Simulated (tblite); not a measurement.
**C$_{3}$H$_{10}$BClS: geometry relaxation (part 3 of 3)**

C$_{3}$H$_{10}$BClS, SMILES C[S+](C)[BH2-]CCl; GFN2-xTB geometry optimisation, gas phase (tblite 0.8.0). It belongs to a series of runs on one base structure; here: H on B replaced by CH2Cl.

Geometry of the input (Å):
```
C  -0.8211  1.7042  0.1052
S  -0.4482  0.0158  0.4235
C  -1.8786  -1.0227  0.2552
B  0.9226  -0.6252  -0.6672
C  2.2665  -0.4258  0.2025
Cl 2.1561  1.2464  0.8202
H  -1.7528  1.7810  -0.5264
H  0.0182  2.1955  -0.4081
H  -1.0229  2.2282  1.0625
H  -2.4751  -0.9730  1.2073
H  -1.5797  -2.0532  0.0491
H  -2.4626  -0.5954  -0.5858
H  0.9916  -0.0107  -1.6697
H  0.7179  -1.7811  -0.8656
H  2.2216  -1.1228  1.0377
H  3.1388  -0.5524  -0.4517
```

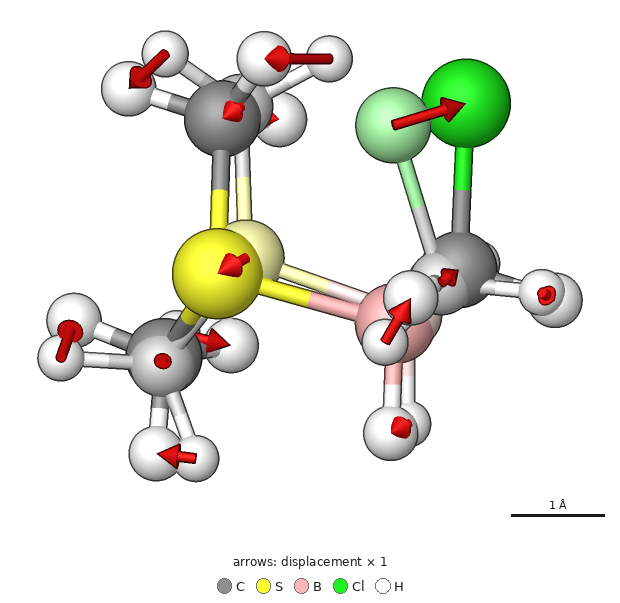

Figure 1. Start (faint) and end (solid) with the displacements as red arrows, at true length (ball-and-stick view, seen at a tilt). The two geometries are laid on each other by the best rigid fit. The largest move after the best rigid fit is that of H8, 1.07 Å. Largest moves by element: H 1.07 Å, Cl 0.86 Å, S 0.46 Å, C 0.33 Å, B 0.17 Å. Among the contacts that change: S2–B4 1.865 → 1.992 Å, C1–S2 1.758 → 1.816 Å, S2–C3 1.776 → 1.819 Å, C1–H7 1.128 → 1.085 Å. Among the angles that change: C1–S2–C3 111.9° → 98.3°, B4–C5–Cl6 104.5° → 114.7°, C3–S2–B4 109.6° → 99.5°. After 124 geometry steps the energy has fallen by 0.834 eV. Largest force component: 2.5 eV/Å at the start, 0.008 eV/Å at the end. (Atoms are counted from 1 in the order of the input.)
